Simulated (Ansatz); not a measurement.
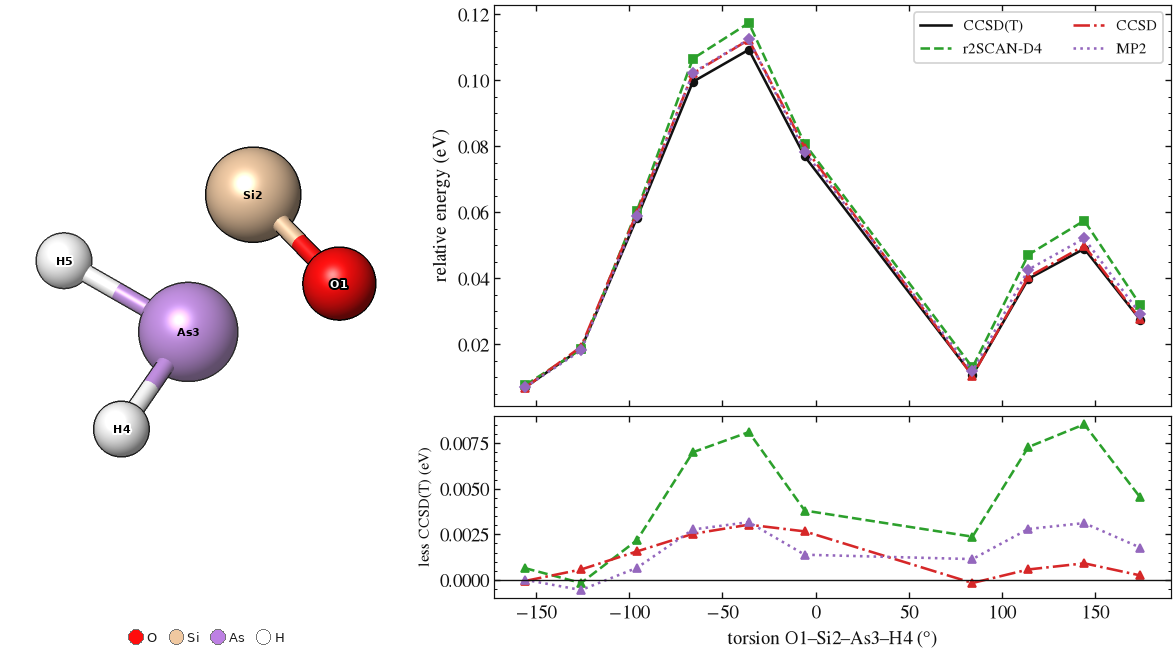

Rigid scan of the torsion O1–Si2–As3–H4 in SiAsH₂O⁻ (fragments SiO + AsH₂). The Ansatz code, def2-TZVPPD, cores frozen in correlated methods. A torsion is scanned from the minimum (PBE0-D4/def2-TZVPD); energies less that of the minimum at the same level; relaxed scans hold all four atoms in place. On heavy atoms the filled d shell below the valence is correlated. Straight lines join the computed points.

### Order the curves at 144°, where they differ most.

CCSD(T) 0.049, CCSD 0.050, MP2 0.052, r2SCAN-D4 0.058 eV, from lowest to highest.

### Give the values at the computed points.

In eV:
```tsv
torsion O1–Si2–As3–H4 (°)	CCSD(T)	r2SCAN-D4	CCSD	MP2
−156	0.007	0.008	0.007	0.007
−126	0.019	0.019	0.019	0.018
−96	0.058	0.061	0.060	0.059
−66	0.100	0.107	0.102	0.102
−36	0.109	0.117	0.112	0.112
−6	0.077	0.081	0.080	0.078
84	0.011	0.013	0.011	0.012
114	0.040	0.047	0.040	0.043
144	0.049	0.058	0.050	0.052
174	0.027	0.032	0.028	0.029
```

Caveats: no scalar relativity up to krypton.
